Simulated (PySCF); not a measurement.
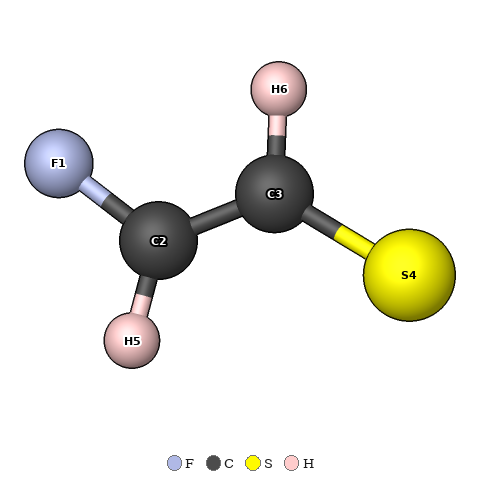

Geometry used (C₂H₂FS⁻, SMILES F/C=C/[S-]).

GIAO shifts, ωB97X-D/pcSseg-2, PySCF, at a PBE0-D3(BJ)/def2-SVP geometry (no frequency check), against TMS for ¹H and CFCl₃ for ¹⁹F computed at the same level (¹⁹F: this reference is a hard case for the method, so all values can be off together by tens of ppm, and differences between signals are safer). Gas phase, fully decoupled, line heights follow the number of nuclei, widths are arbitrary (no quadrupolar broadening); values of one conformer, averaged over methyl-type rotors and exact or near symmetry.

Question: Which ¹H signals does it give?

Answer: 2 signals.


| δ (ppm) | nuclei | atoms |
| --- | --- | --- |
| 7.46 | 1 | H6 |
| 6.75 | 1 | H5 |

Question: Predict the ¹⁹F spectrum.

Answer: 1 signal.


| δ (ppm) | nuclei | atoms |
| --- | --- | --- |
| −163.6 | 1 | F1 |

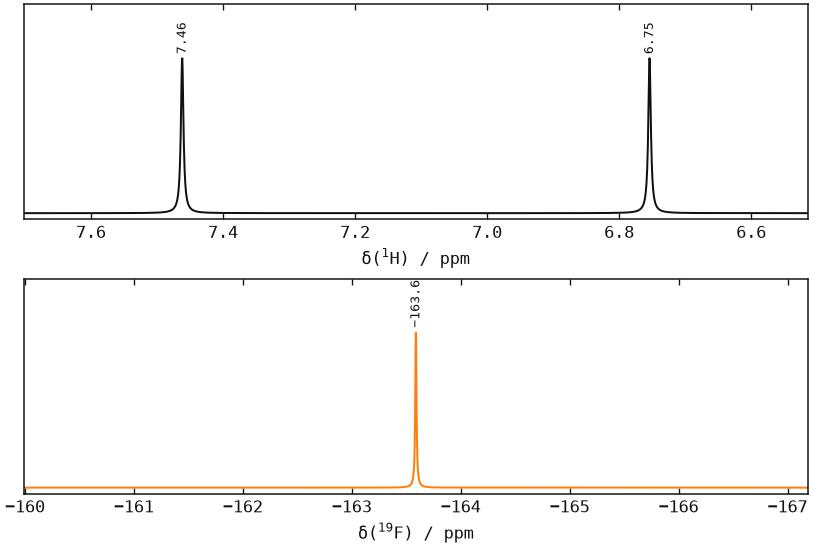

Note: an anion in a basis that has no diffuse functions.
